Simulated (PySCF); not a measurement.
F₄LiSi, charge +1, SMILES `[Li+].F[Si](F)(F)F`.

PySCF calculation, PBE0/def2-SVP, gas phase; geometry: an unrelaxed start of a pair search. Without diffuse functions Rydberg states are missing, so the states' numbers hold for this basis only.

Geometry (Å), atoms numbered from 1:

```
Li1     -3.0955    0.0025    0.0434
F2       0.6386   -1.3463   -0.6904
Si3      0.2976   -0.0007   -0.0024
F4      -1.3550   -0.0081   -0.0068
F5       0.6269    1.2789   -0.8160
F6       0.6584    0.0758    1.5025
```

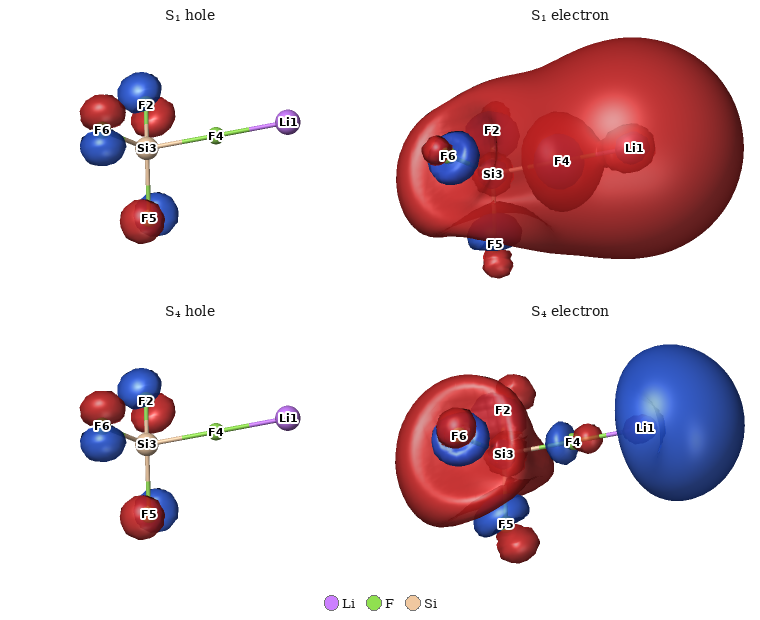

Leading natural transition orbitals (TDA singlet states).

Question: Give the energy and character of each state.

Answer: By state:
- S₁: 10.44 eV (119 nm), f = 0.000 (dark), partly diffuse acceptor orbital, which a basis without diffuse functions describes poorly; the leading pair carries 100 %; hole on F2, F5 and F6 (31 % each) and Si3 (6 %), electron on Li1 (59 %), Si3 (21 %) and F4 (7 %) (atom shares of so diffuse an orbital are rough); their centroids lie 2.6 Å apart.
- S₄: 11.19 eV (111 nm), f = 0.000 (dark), partly diffuse acceptor orbital, which a basis without diffuse functions describes poorly; the leading pair carries 100 %; hole on F2, F5 and F6 (31 % each) and Si3 (6 %), electron on Si3 (36 %), Li1 (36 %) and F2, F5 and F6 (9 % each) (atom shares of so diffuse an orbital are rough); their centroids lie 1.4 Å apart.
